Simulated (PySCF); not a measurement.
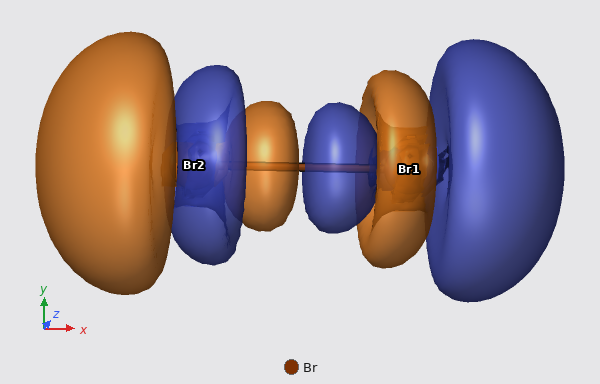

*Br2, SMILES `BrBr`. Change of the electron density in a uniform field of 0.41 V/Å, surfaces at ±0.003 e/Å³ (orange: gain, blue: loss).*

PySCF calculation, ωB97X/def2-SVPD, gas phase; geometry: GFN2-xTB. No frequency check shows the geometry to be a minimum. GFN2-xTB bond lengths at metals and heavier atoms can be off by up to 0.1 Å and shapes distorted, which carries into these values.

The field was applied in both directions; the picture shows the one opposite to the script's first.

> Along which Cartesian direction does the field point?

Along +x: electrons gather on the −x side, against the field.

> What dipole is induced, and what polarisability does it imply?

The induced dipole is 1.25 D (along the field); α along this axis, from the fields in both directions, is 62 bohr³ (9.1 Å³).
